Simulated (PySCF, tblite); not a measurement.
# C4H6F3O radical: geometry, infrared bands and EPR parameters

What infrared bands and EPR parameters should C4H6F3O radical (`C[C](C)OC(F)(F)F`) show?

Computed with tblite 0.8.0 and PySCF 2.14.0, with density-fitted response routines of our own, on a single molecule in the gas phase. Atoms count from 0, in the outputs and in this text.

## (1) The molecule as given

14 atoms, charge 0, multiplicity 2; geometry from: force field or distance geometry start.

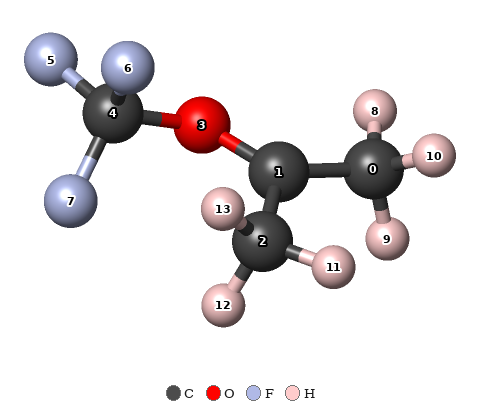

The starting geometry (carbon dark grey, oxygen red, fluorine light blue, hydrogen pink), atoms numbered.

## (2) Geometry optimisation with GFN2-xTB

Job settings and geometry (Å):

```
{"job": {"kind": "relax", "xc": "GFN2-xTB", "basis": "xTB"}, "charge": 0, "multiplicity": 2}
C     -1.668700    -0.989600    -0.166400
C     -0.421200    -0.207500    -0.001900
C     -0.413300     1.262800    -0.189900
O      0.748900    -0.943800     0.000800
C      1.962500    -0.284100     0.345000
F      2.956500    -1.191700     0.390300
F      1.871900     0.323900     1.538000
F      2.283200     0.638900    -0.598300
H     -1.517600    -2.050000     0.059600
H     -2.041900    -0.904500    -1.190800
H     -2.455600    -0.612400     0.507100
H     -1.441900     1.661900    -0.099100
H     -0.058800     1.518900    -1.182000
H      0.195300     1.776600     0.550400
```

Command:

```console
$ OMP_NUM_THREADS=1 python probes_run.py task.json out
```

The driver reads the jobs from task.json and runs them one after another.

**Question.** This job is followed by: GFN2-xTB harmonic vibrations, gas phase; UKS B3LYP, pcH-1 on C F H O, non-relativistic, mean-field spin-orbit, GIAO. Predict these results of the whole session: strongest single infrared mode (GFN2-xTB); zero-point energy (GFN2-xTB); g(iso) (B3LYP); ⟨S²⟩; largest a(iso) (averaged by class); potential on the surface of density 0.002 e/bohr³, 1st and 99th percentile.

As calculated:

| quantity | value |
| --- | --- |
| strongest single infrared mode (GFN2-xTB) | 1242 cm⁻¹, 734 km/mol |
| zero-point energy (GFN2-xTB) | 60.0 kcal/mol |
| g(iso) (B3LYP) | 2.00291 |
| ⟨S²⟩ | 0.754 (exact 0.75) |
| largest a(iso) (averaged by class) | 13C on C1, 154.5 MHz |
| potential on the surface of density 0.002 e/bohr³, 1st and 99th percentile | -0.64 V and 1.03 V |

What this shows: Relaxing lowered the energy by 0.281 eV in 27 steps; the close pair that moved most is O3–C4, from 1.424 to 1.310 Å. No mode is imaginary among the 36: a minimum at this level. The strongest single mode, at 1242 cm⁻¹, has its largest shares on O3, C4 and C1 (the list is cut at 3 atoms). Unscaled tight-binding wavenumbers are off by several per cent, some by more. Its intensities can rank the bands wrongly. C1 carries the largest spin population, 0.92 e. The isotropic g lies 0.6 ppt above the free-electron value. These values are for one conformer; the search (at its own cheap level) found 1 more, at 0.18 kcal/mol, and measured spectra average over such forms.
